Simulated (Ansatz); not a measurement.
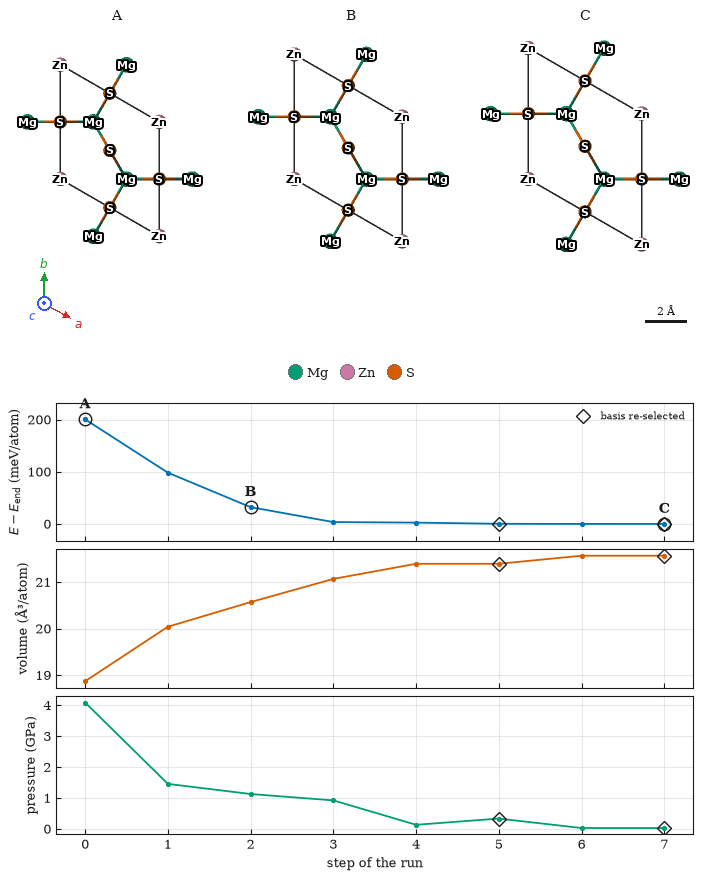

Frames of a relaxation of crystalline Mg2ZnS3 (a generated structure, set up in P6/mmm) (coarse preliminary run), marked on the history of the run. The picture is a ball-and-stick view of the cell of the calculation, seen along the c axis.

These are results of DFT PBE, scalar-relativistic, plane waves, PAW (Ansatz 0.2.0), not measurements.

The input:
```yaml
crystal:
  lattice:
    - [5.67514073, 0.0, 0.0]
    - [-2.83757037, 4.91481605, 0.0]
    - [0.0, 0.0, 4.05912752]
  atoms:
    - { symbol: Mg, position: [0.33333333, 0.66666667, 0.0] }
    - { symbol: Mg, position: [0.66666667, 0.33333333, 0.0] }
    - { symbol: Zn, position: [0.0, 0.0, 0.0] }
    - { symbol: S, position: [0.5, 0.0, 0.5] }
    - { symbol: S, position: [0.0, 0.5, 0.5] }
    - { symbol: S, position: [0.5, 0.5, 0.5] }
basis:
  ecutwfc: 420
kpoints:
  mp_grid: { grid: [6, 6, 4] }
hamiltonian:
  xc: pbe
scf:
  occupations: { method: gaussian, width: 0.1 }
  lower_state_search: "off"
output:
  forces: true
  stress: true
  eigenvalues: true
relax:
  adjacent_minimum: "off"
  f_tol: 0.04
  max_steps: 70
  cell: { stress_tol: 0.4 }
```

Command:
```bash
ansatz run input.yaml --threads 1 --pin off --max-ram 2560MiB --backend cpu --events-out ev --progress --plain --runs-dir out
```

Question: What happens along the run?

Answer: The energy falls by 200 meV per atom in 5 accepted moves (7 points after the start). All forces vanish by symmetry, so only the cell relaxes. The pressure goes from 4.09 to 0.03 GPa. At 2 points the geometry stayed and the basis and grid were re-selected for the new cell (energy shift of 2.3 meV per atom at most each time). The atoms keep their places relative to the cell (all moves are under 0.005 Å). The volume changes by +14.3 %, with a = b 5.675 → 6.499 Å (+14.5 %), c 4.059 → 3.537 Å (−12.9 %). Some distances before and after: S4–S5 2.838 → 3.250 Å, Mg1–S4 2.608 → 2.578 Å. Bond angles that change, for instance: Mg1–S6–Mg1 102.2° → 86.6°, Mg1–S6–Mg2 77.8° → 93.4°, S4–Mg2–S4 102.2° → 86.6°. The space group stays P6/mmm (No. 191). The run took 21 s on 1 thread of Intel(R) Xeon(R) 6975P-C (Granite Rapids) (shared host), peak memory 0.46 GiB. From step 0 to 2: volume +9.0 %, energy −168 meV per atom. From step 2 to 7: volume +4.8 %, energy −32.2 meV per atom.

```json
{"step": "0", "E − E(0), meV/atom": "0.00", "pressure, GPa": "4.09", "volume, Å³/atom": "18.870", "note": ""}
{"step": "1", "E − E(0), meV/atom": "-102.19", "pressure, GPa": "1.46", "volume, Å³/atom": "20.040", "note": ""}
{"step": "2", "E − E(0), meV/atom": "-168.31", "pressure, GPa": "1.13", "volume, Å³/atom": "20.570", "note": ""}
{"step": "3", "E − E(0), meV/atom": "-196.89", "pressure, GPa": "0.92", "volume, Å³/atom": "21.068", "note": ""}
{"step": "4", "E − E(0), meV/atom": "-197.92", "pressure, GPa": "0.13", "volume, Å³/atom": "21.393", "note": ""}
{"step": "5", "E − E(0), meV/atom": "-200.20", "pressure, GPa": "0.33", "volume, Å³/atom": "21.393", "note": "same geometry, new basis"}
{"step": "6", "E − E(0), meV/atom": "-200.47", "pressure, GPa": "0.03", "volume, Å³/atom": "21.566", "note": ""}
{"step": "7", "E − E(0), meV/atom": "-200.49", "pressure, GPa": "0.03", "volume, Å³/atom": "21.566", "note": "same geometry, new basis"}
```

Limits of the set-up: the k-point mesh is coarse for a cell with partly filled bands.
